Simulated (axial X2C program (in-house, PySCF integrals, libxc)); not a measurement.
Relativistic diatomic calculation, with input and output: AsMg

- system: AsMg, single determinant with M_S = 3/2 and |Λ| = 0.
- method: PBE0, spin-free X2C-1e, As dyall-v4z, Mg dyall-v4z (cores contracted) (axial X2C program (in-house, PySCF integrals, libxc))

**Log**
```
spin-free X2C-1e  PBE0
basis functions 244  fitting functions 1045  grid points 5083
iter        total energy     max residual
   1      -2457.630745166     3.87e+00
   2      -2460.791065578     3.66e-02
   3      -2460.782843938     5.93e-02
   4      -2460.823602446     3.17e-03
   5      -2460.824133441     4.65e-04
   6      -2460.824149182     2.05e-04
   7      -2460.824152190     1.31e-04
   8      -2460.824152954     4.54e-05
   9      -2460.824153070     2.41e-05
  10      -2460.824153085     3.87e-06
  11      -2460.824153086     1.47e-06
converged
one-electron -3585.16758952  Coulomb 1145.66937168  exact exchange -24.68022840  xc functional -75.87223825  nuclear repulsion 79.22653139
```

**The points of the curve**

```
R (Å)   E (hartree)  dipole (D; origin at the first atom, positive when the second is positive)  highest filled (eV)  lowest empty (eV)
2.301  −2460.810617                                                                        1.06                −4.76              −3.15
2.407  −2460.818681                                                                        1.25                −4.83              −3.01
2.486  −2460.822040                                                                        1.38                −4.88              −2.92
2.566  −2460.823711                                                                        1.51                −4.93              −2.84
2.645  −2460.824153                                                                        1.61                −4.98              −2.77
2.738  −2460.823512                                                                        1.72                −5.04              −2.69
2.830  −2460.822057                                                                        1.79                −5.09              −2.63
2.949  −2460.819500                                                                        1.83                −5.16              −2.57
3.095  −2460.815923                                                                        1.82                −5.23              −2.59
3.306  −2460.810914                                                                        1.67                −5.33              −2.65
```

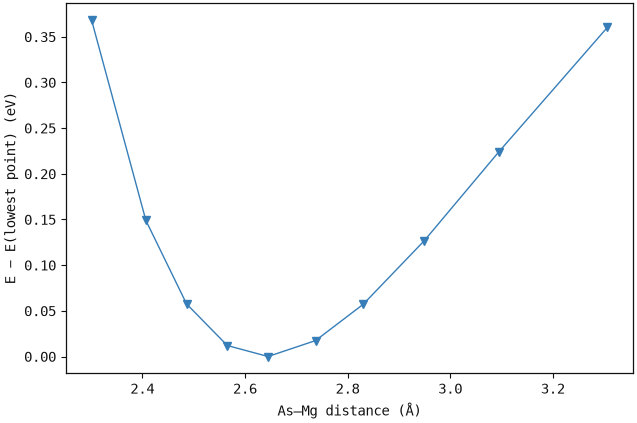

Fig. 1: Energy at 10 bond lengths, for one set of occupations held fixed; the line joins the points. A polynomial of degree 6 through 9 points gives rₑ = 2.638 Å, ωₑ = 246.1 cm⁻¹, ωₑxₑ = 2.1 cm⁻¹ and Bₑ = 0.1333 cm⁻¹. The minimum lies 0.74 eV below As + Mg, each computed as one determinant at the same level.

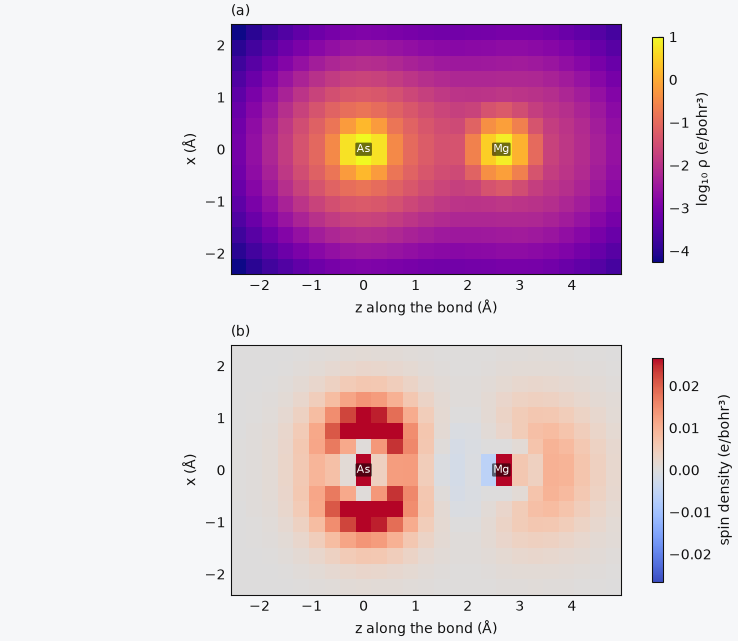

Fig. 2: (a) electron density on a logarithmic scale; (b) spin density, in a plane that holds the axis, at 2.65 Å, on points 0.3 Å apart (one half computed, the other mirrored); the structure near the nuclei is finer than these points.

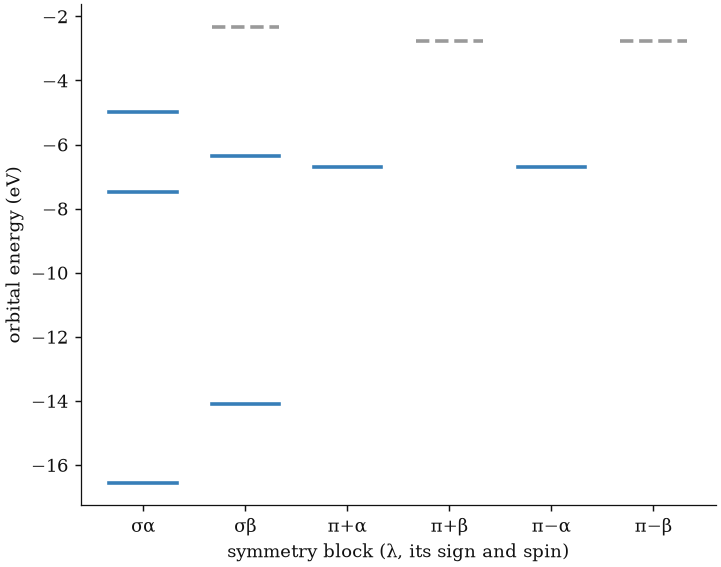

Fig. 3: Orbital energies near the frontier at 2.65 Å, filled (solid) and empty (dashed); a label such as π−α means λ = −1 and α spin. The highest filled orbital (σα; 45 % Mg s, 30 % Mg p) lies at −4.98 eV, the lowest empty one (π+β; 79 % As p, 16 % Mg p) at −2.77 eV.

**Input**
```
{"zs": [33, 12], "q": 0, "bas": ["dyall-v4z", "dyall-v4z"], "levels": ["PBE0", "HF", "r2SCAN", "B97-3"], "cc": false, "r0": 2.6, "npts": 10, "nst": 2, "ntry": 6}
```

The line is the task of a batch: nuclear charges, charge, bases, the levels to run, a first guess of the distance and further settings. This report covers PBE0 without spin-orbit coupling. The log is that of the reference distance 2.645 Å.

The run was one of a batch that the task file lists, launched with:
```bash
python <driver script> task.json out
```

**Summary**

```tsv
quantity	value
outcome	converged
bond length rₑ	2.638 Å
ωₑ	246.1 cm⁻¹
energy at the minimum	−2460.82415 hartree
depth below the fragments	0.74 eV
largest ⟨S²⟩ along the curve	3.78
hardware	1 CPU thread, shared host
wall time	10 s
```
